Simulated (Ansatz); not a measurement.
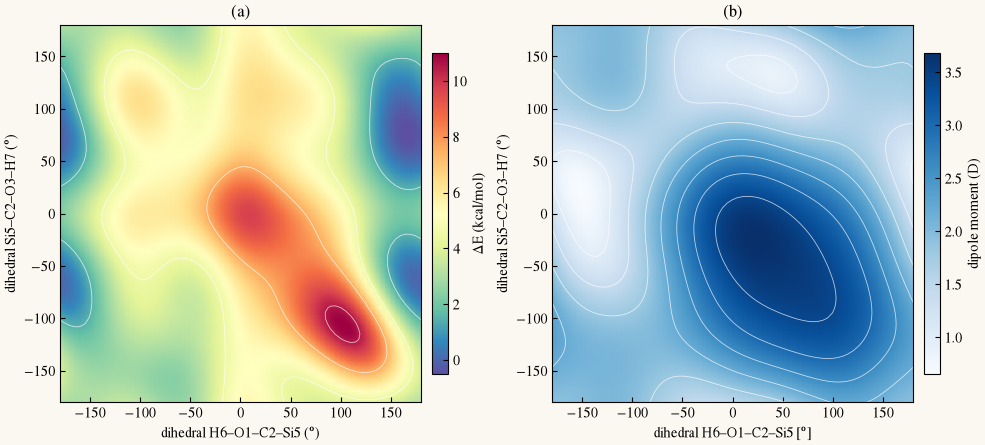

CH5FO2Si, SMILES OC(O)(F)[SiH3]. The first coordinate is: dihedral H6–O1–C2–Si5; the second: dihedral Si5–C2–O3–H7. Nothing is relaxed (all other coordinates rigid). Grid: 18 × 18 points. Energies are in kcal/mol, from the relaxed molecule at the same level. Theory: RKS SPW92 (LDA)/def2-SVP (Ansatz).

Panel (a) is the energy; panel (b) is the computed dipole moment, in D.

Drawn: a smooth colour map with a few white contour lines. Between grid points the surface is interpolated.

> How does the dipole moment vary over the map, and what is it at the lowest grid point?

Leaving out the highest fifth of the energies, it runs from 0.69 D at dihedral H6–O1–C2–Si5 = −160°, dihedral Si5–C2–O3–H7 = 20° to 3.24 D at dihedral H6–O1–C2–Si5 = 0°, dihedral Si5–C2–O3–H7 = −80°. At the lowest grid point, dihedral H6–O1–C2–Si5 = 160°, dihedral Si5–C2–O3–H7 = 80°, it is 1.40 D.
